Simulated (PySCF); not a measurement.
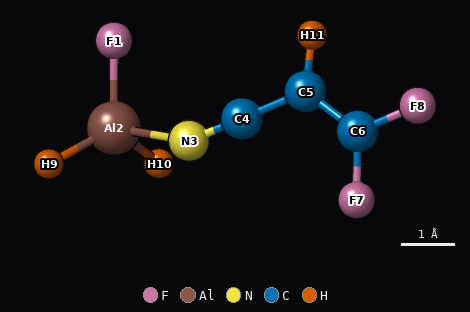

Fig. 1: The structure (ball-and-stick view, seen at a tilt; atoms are numbered from 1 in the order of the input). Sticks mark near contacts.

NMR shielding calculation, with input and output: C₃H₃AlF₃N

C₃H₃AlF₃N, computed with GIAO PBE0/pcSseg-1 NMR shielding, non-relativistic, gas phase (PySCF 2.14.0).

The geometry comes from this level: GFN2-xTB. It belongs to a series of runs on one base structure; here: C-C bond made double. Figures and captions count atoms from 1; the log counts them from 0 in places.

Output
```
coarse grid: 11064 points
cycle   1  E = -711.9582824303  dE =  1.155e+00  |g| = 9.722e-01  |ddm| = 3.150e+00
cycle   2  E = -711.1672820859  dE =  7.910e-01  |g| = 2.170e+00  |ddm| = 2.031e+00
cycle   3  E = -712.1324453500  dE = -9.652e-01  |g| = 2.355e-01  |ddm| = 1.651e+00
cycle   4  E = -712.1370676941  dE = -4.622e-03  |g| = 1.953e-01  |ddm| = 2.691e-01
cycle   5  E = -712.1436529641  dE = -6.585e-03  |g| = 7.070e-02  |ddm| = 1.264e-01
cycle   6  E = -712.1445147259  dE = -8.618e-04  |g| = 1.735e-02  |ddm| = 4.772e-02
cycle   7  E = -712.1445776670  dE = -6.294e-05  |g| = 5.997e-03  |ddm| = 1.342e-02
cycle   8  E = -712.1445833762  dE = -5.709e-06  |g| = 1.049e-03  |ddm| = 4.552e-03
final grid: 107440 points
cycle   9  E = -712.2082211703  dE = -3.383e-05  |g| = 5.474e-03  |ddm| = 2.090e-02
cycle  10  E = -712.2082163532  dE =  4.817e-06  |g| = 7.888e-03  |ddm| = 7.816e-03
cycle  11  E = -712.2082270341  dE = -1.068e-05  |g| = 1.027e-03  |ddm| = 4.752e-03
cycle  12  E = -712.2082271688  dE = -1.347e-07  |g| = 5.604e-04  |ddm| = 8.673e-04
cycle  13  E = -712.2082272317  dE = -6.287e-08  |g| = 1.218e-04  |ddm| = 3.550e-04
cycle  14  E = -712.2082272346  dE = -2.964e-09  |g| = 2.829e-05  |ddm| = 9.850e-05
cycle  15  E = -712.2082272348  dE = -1.744e-10  |g| = 1.148e-05  |ddm| = 3.191e-05
```

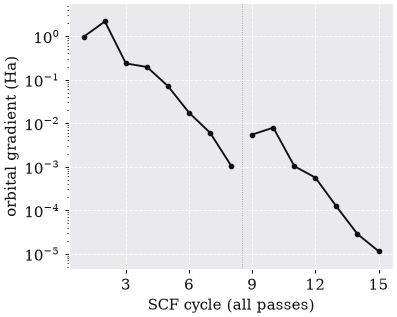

Fig. 2: Convergence of the self-consistent field: orbital gradient against the SCF cycle. The dotted line marks the change from a coarse to the final integration grid. The first 8 cycles use a coarse grid, the final grid takes over at cycle 9, and the field converges after 15 cycles in all.

```
converged SCF energy = -712.2082272348

GIAO shielding tensors (ppm)
atom      isotropic    diamagn.    paramagn.     s11        s22        s33       span
  0 F      365.970     470.626    -104.657    294.063    398.512    405.334    111.271
  1 Al     445.170     794.212    -349.042    370.547    455.838    509.124    138.577
  2 N       -4.447     335.869    -340.316   -151.455   -111.088    249.201    400.656
  3 C       57.859     265.598    -207.739    -46.002    -38.323    257.901    303.903
  4 C      127.382     257.068    -129.686     71.997    148.249    161.899     89.902
  5 C        5.210     248.155    -242.945    -91.313     51.710     55.232    146.546
  6 F      210.500     473.032    -262.532    102.151    261.861    267.489    165.338
  7 F      213.988     468.315    -254.327    125.733    243.906    272.326    146.593
  8 H       27.983      29.521      -1.538     25.002     25.534     33.412      8.410
  9 H       27.419      29.990      -2.571     24.306     26.035     31.914      7.608
 10 H       26.738      28.344      -1.606     22.355     28.507     29.352      6.998
```

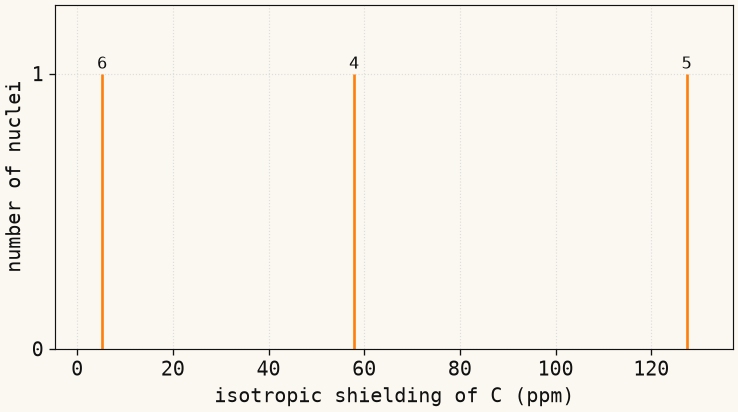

Fig. 3: Isotropic shieldings of the carbon nuclei in this fixed geometry, labelled by atom number; shielding grows to the right, so chemical shift grows to the left. The least shielded is C6 (5.2 ppm), the most shielded C5 (127.4 ppm).

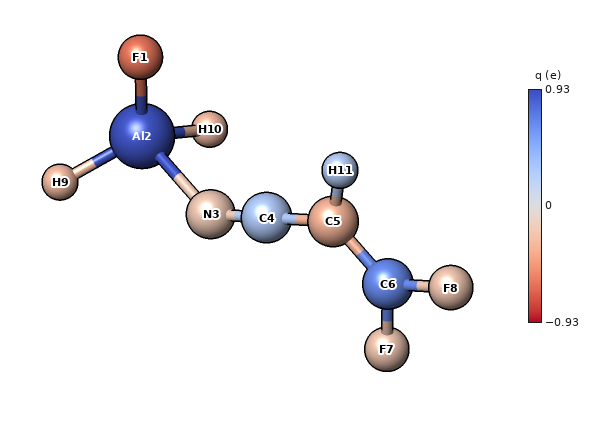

Fig. 4: IAO charges, as the colour of each atom (ball-and-stick view, seen at a tilt; atoms are numbered from 1 in the order of the input). By element: F −0.60 to −0.20, Al +0.88, N −0.18, C −0.32 to +0.64 and H −0.26 to +0.23 e.

This output came from the following input.

The input
```
{"job": {"kind": "nmr", "xc": "PBE0", "basis": "pcSseg-1"}, "charge": 0, "multiplicity": 1}
F      2.771287     0.968368     1.138508
Al     2.646081     0.581053    -0.471337
N      0.653646     0.508303    -0.582232
C     -0.290751     0.182546    -0.009602
C     -1.433340    -0.188867     0.691855
C     -2.516598    -0.714551     0.111538
F     -2.661626    -0.946597    -1.170058
F     -3.592395    -1.069646     0.772177
H      3.057680     1.656486    -1.483274
H      2.790400    -0.930921    -0.786338
H     -1.418960    -0.043503     1.762800
```

The first line tells a small driver script what to run in PySCF; the rest is the geometry in Å.

Command:
```bash
OMP_NUM_THREADS=1 python <driver script> task.json out
```

Summary

| quantity | value |
| --- | --- |
| outcome | converged |
| total energy | −712.208227 hartree |
| HOMO | −7.35 eV |
| LUMO | −2.88 eV |
| dipole moment | 7.56 D |
| isotropic shielding, F | 210.5 to 366.0 ppm |
| isotropic shielding, Al | 445.2 ppm |
| isotropic shielding, N | −4.4 ppm |
| isotropic shielding, C | 5.2 to 127.4 ppm |
| isotropic shielding, H | 26.7 to 28.0 ppm |
| hardware | 1 CPU thread, shared host |
| wall time | 21 s |
| peak memory | 0.71 GiB |
